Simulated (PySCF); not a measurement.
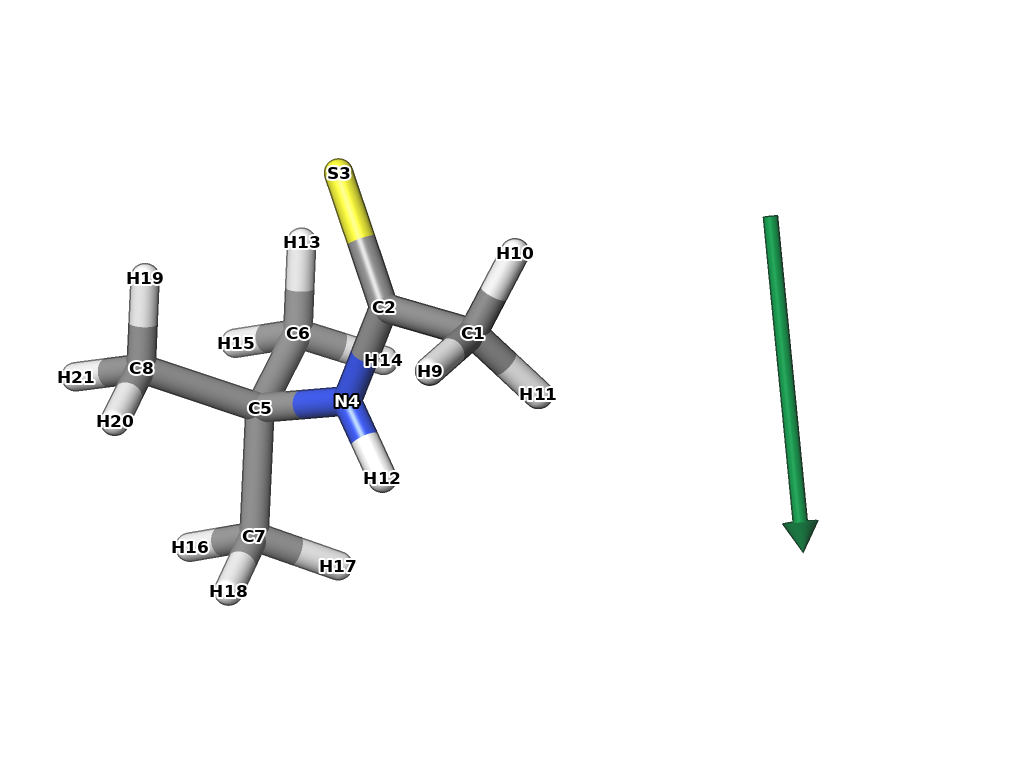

The arrow beside the molecule shows the direction of the dipole moment, from the negative to the positive end (its length means nothing). The computed structure is the end point of a GFN2-xTB optimisation. No frequency run is at hand to confirm it as a minimum. Level of theory: PBE0/pcSseg-1, gas phase (PySCF 2.14.0).

> Estimate the dipole moment.

4.46 D; it points from the side of S3 to the side of H17, H18 (the outermost atoms at the two ends).
